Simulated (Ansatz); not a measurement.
# CH6BFO: nudged elastic band

CH6BFO, set up with RKS revPBE-D4/6-31G* (Ansatz 0.2.0).

One setting was made poor on purpose. It belongs to a series of runs on one base structure; here: an input spoilt on purpose.

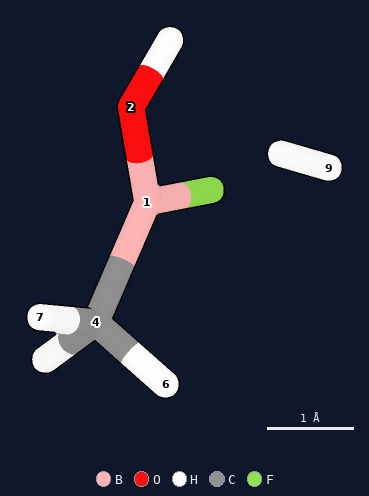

The input geometry (stick view, seen at a tilt; atoms are numbered from 1 in the order of the input).

### Input file
```yaml
crystal:
  periodic: [false, false, false]
  atoms:
    - { symbol: B, position_ang: [0.081256, -0.538112, 0.035967] }
    - { symbol: O, position_ang: [0.034878, -0.253495, 1.380601] }
    - { symbol: H, position_ang: [-0.86307, -0.42404, 1.732564] }
    - { symbol: C, position_ang: [1.404638, -0.331105, -0.792692] }
    - { symbol: H, position_ang: [1.668531, -1.246127, -1.352589] }
    - { symbol: H, position_ang: [1.262517, 0.462514, -1.549532] }
    - { symbol: H, position_ang: [2.25726, -0.04831, -0.155694] }
    - { symbol: F, position_ang: [-1.05196, -0.991699, -0.565428] }
    - { symbol: H, position_ang: [-0.162048, 3.193692, 1.205675] }
    - { symbol: H, position_ang: [-0.058303, 2.457383, 1.290926] }
basis:
  gaussian: { orbitals: "6-31G*" }
hamiltonian:
  xc: revpbe
  dispersion: d4
neb:
  order_check: false
  images: 7
  f_tol: 0.05
  max_iterations: 8
  final_atoms:
    - { symbol: B, position_ang: [0.04382486, 0.5998738, -0.20018225] }
    - { symbol: O, position_ang: [0.13053337, 0.19156137, 1.68349803] }
    - { symbol: H, position_ang: [-0.60136517, -0.46393295, 1.69966093] }
    - { symbol: C, position_ang: [1.36637332, -0.08042939, -0.75491618] }
    - { symbol: H, position_ang: [1.38176651, -1.17600832, -0.60443605] }
    - { symbol: H, position_ang: [1.44230917, 0.09491909, -1.84597365] }
    - { symbol: H, position_ang: [2.27748177, 0.34367303, -0.29767728] }
    - { symbol: F, position_ang: [-1.1650265, -0.0386111, -0.45118478] }
    - { symbol: H, position_ang: [-0.039137, 1.81220598, -0.07904815] }
    - { symbol: H, position_ang: [-0.26306133, 0.99744949, 2.08005738] }
  initial_path:
    images:
      - { positions_ang: [[0.081256, -0.538112, 0.035967], [0.034878, -0.253495, 1.380601], [-0.86307, -0.42404, 1.732564], [1.404638, -0.331105, -0.792692], [1.668531, -1.246127, -1.352589], [1.262517, 0.462514, -1.549532], [2.25726, -0.04831, -0.155694], [-1.05196, -0.991699, -0.565428], [-0.162048, 3.193692, 1.205675], [-0.058303, 2.457383, 1.290926]] }
      - { positions_ang: [[0.06157055, -0.40666285, 0.03073822], [0.02518566, -0.16212412, 1.47811202], [-0.87531552, -0.35634453, 1.83043758], [1.40121874, -0.26234527, -0.78921713], [1.68403504, -1.21174441, -1.23285595], [1.26025498, 0.44197464, -1.60966108], [2.23133135, 0.09615421, -0.17281766], [-1.07350254, -0.76113647, -0.58575134], [-0.10780226, 2.75284224, 1.00027605], [-0.03327702, 2.15008756, 1.28053729]] }
      - { positions_ang: [[0.04188511, -0.27521371, 0.02550943], [0.01549332, -0.07075323, 1.57562304], [-0.88756104, -0.28864906, 1.92831117], [1.39779947, -0.19358554, -0.78574226], [1.69953909, -1.17736182, -1.11312289], [1.25799296, 0.42143527, -1.66979015], [2.2054027, 0.24061843, -0.18994133], [-1.09504508, -0.53057394, -0.60607468], [-0.05355651, 2.31199248, 0.7948771], [-0.00825103, 1.84279212, 1.27014857]] }
      - { positions_ang: [[0.02219966, -0.14376456, 0.02028065], [0.00580098, 0.02061765, 1.67313405], [-0.89980656, -0.22095359, 2.02618475], [1.39438021, -0.12482581, -0.78226739], [1.71504313, -1.14297924, -0.99338984], [1.25573094, 0.40089591, -1.72991923], [2.17947405, 0.38508264, -0.20706499], [-1.11658761, -0.30001142, -0.62639801], [0.00068923, 1.87114273, 0.58947815], [0.01677495, 1.53549668, 1.25975986]] }
      - { positions_ang: [[0.00251422, -0.01231541, 0.01505187], [-0.00389135, 0.11198854, 1.77064507], [-0.91205208, -0.15325813, 2.12405833], [1.39096095, -0.05606607, -0.77879253], [1.73054717, -1.10859665, -0.87365679], [1.25346893, 0.38035655, -1.7900483], [2.1535454, 0.52954685, -0.22418865], [-1.13813015, -0.06944889, -0.64672135], [0.05493498, 1.43029297, 0.3840792], [0.04180093, 1.22820124, 1.24937115]] }
      - { positions_ang: [[0.01284188, 0.14073189, -0.03875666], [0.02971483, 0.13188174, 1.74885831], [-0.83438035, -0.23092683, 2.01795898], [1.38481404, -0.0621569, -0.77282344], [1.64335201, -1.12544957, -0.8063516], [1.30067899, 0.30899718, -1.80402964], [2.18452949, 0.4830784, -0.24256081], [-1.14485424, -0.06173944, -0.59783721], [0.03141698, 1.52577122, 0.26829736], [-0.03441463, 1.1705133, 1.45704271]] }
      - { positions_ang: [[0.02316954, 0.29377919, -0.09256519], [0.06332101, 0.15177495, 1.72707155], [-0.75670862, -0.30859554, 1.91185963], [1.37866714, -0.06824773, -0.76685435], [1.55615684, -1.14230248, -0.73904642], [1.34788905, 0.23763782, -1.81801098], [2.21551359, 0.43660994, -0.26093297], [-1.15157833, -0.05402999, -0.54895307], [0.00789899, 1.62124947, 0.15251552], [-0.1106302, 1.11282537, 1.66471426]] }
      - { positions_ang: [[0.0334972, 0.44682649, -0.14637372], [0.09692719, 0.17166816, 1.70528479], [-0.6790369, -0.38626424, 1.80576028], [1.37252023, -0.07433856, -0.76088526], [1.46896168, -1.1591554, -0.67174123], [1.39509911, 0.16627845, -1.83199232], [2.24649768, 0.39014148, -0.27930512], [-1.15830241, -0.04632055, -0.50006892], [-0.01561901, 1.71672773, 0.03673369], [-0.18684576, 1.05513743, 1.87238582]] }
      - { positions_ang: [[0.04382486, 0.5998738, -0.20018225], [0.13053337, 0.19156137, 1.68349803], [-0.60136517, -0.46393295, 1.69966093], [1.36637332, -0.08042939, -0.75491618], [1.38176651, -1.17600832, -0.60443605], [1.44230917, 0.09491909, -1.84597365], [2.27748177, 0.34367303, -0.29767728], [-1.1650265, -0.0386111, -0.45118478], [-0.039137, 1.81220598, -0.07904815], [-0.26306133, 0.99744949, 2.08005738]] }
  n_images: 5
```

Machine: 1 thread of Arm Neoverse V1, 24 GiB of memory available, shared host.

Launched with:
```bash
ansatz run input.yaml --threads 1 --pin off --max-ram 2048MiB --backend cpu --events-out ev --progress --plain --runs-dir out
```

### Log
```
Error: YAML parse error: error: line 46 column 3: unknown field `n_images`, expected one of images, spring, climbing, order_check, relax_end_points, f_tol, exx_force_gate, max_iterations, max_displacement, density_extrapolation, optimiser, initial_path, freeze_fraction, magnetization_jump, magnetization_bend, levels_near_fermi, parallel_images, constraints, final_atoms
  --> <input>:46:3
   |
44 |       - { positions_ang: [[0.0334972, 0.44682649, -0.14637372], [0.…
45 |       - { positions_ang: [[0.04382486, 0.5998738, -0.20018225], [0.…
46 |   n_images: 5
   |   ^ unknown field `n_images`, expected one of images, spring, climbing, order_check, relax_end_points, f_tol, exx_force_gate, max_iterations, max_displacement, density_extrapolation, optimiser, initial_path, freeze_fraction, magnetization_jump, magnetization_bend, levels_near_fermi, parallel_images, constraints, final_atoms
```

### Outcome

```json
{"quantity": "outcome", "value": "refused by the program"}
```

### What went wrong

The program refused the input: “YAML parse error: error: line 46 column 3: unknown field `n_images`, expected one of images, spring, climbing, order_check, relax_end_points, f_tol, exx_force_gate, max_iterations, max_displacement, density_extrapolation, optimiser, initial_path, freeze_fraction, magnetization_jump, magnetization_bend, …” A deliberately poor setting: bad input.
